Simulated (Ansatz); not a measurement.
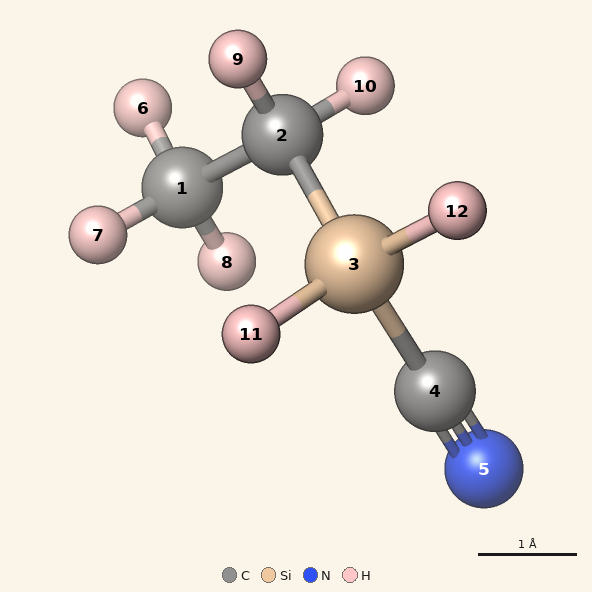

Orthographic view. Distant atoms are faded towards the background colour. The computed structure is the end point of a PBE-D4/def2-SVP optimisation. No frequency run is at hand to confirm it as a minimum.

Write a MOL file (V2000) with the atoms in numerical order, bonds sorted by atom number with the orders drawn, and coordinates in the frame of the picture: x right, y up, z towards the viewer, origin at the mean position.

```
C3H7NSi
                    3D

 12 11  0  0  0  0  0  0  0  0999 V2000
   -1.1300    0.4200   -1.0000 C   0  0  0  0  0  0  0  0  0  0  0  0
   -0.1100    0.9500    0.0100 C   0  0  0  0  0  0  0  0  0  0  0  0
    0.6200   -0.3600    1.1500 Si  0  0  0  0  0  4  0  0  0  0  0  0
    1.4500   -1.6600    0.0800 C   0  0  0  0  0  0  0  0  0  0  0  0
    1.9500   -2.4500   -0.6300 N   0  0  0  0  0  0  0  0  0  0  0  0
   -1.5300    1.2300   -1.6400 H   0  0  0  0  0  0  0  0  0  0  0  0
   -1.9900   -0.0700   -0.4900 H   0  0  0  0  0  0  0  0  0  0  0  0
   -0.6800   -0.3400   -1.6700 H   0  0  0  0  0  0  0  0  0  0  0  0
   -0.5600    1.7300    0.6700 H   0  0  0  0  0  0  0  0  0  0  0  0
    0.7400    1.4600   -0.5000 H   0  0  0  0  0  0  0  0  0  0  0  0
   -0.4300   -1.0800    1.9400 H   0  0  0  0  0  0  0  0  0  0  0  0
    1.6800    0.1800    2.0700 H   0  0  0  0  0  0  0  0  0  0  0  0
  1  2  1  0
  1  6  1  0
  1  7  1  0
  1  8  1  0
  2  3  1  0
  2  9  1  0
  2 10  1  0
  3  4  1  0
  3 11  1  0
  3 12  1  0
  4  5  3  0
M  END
```
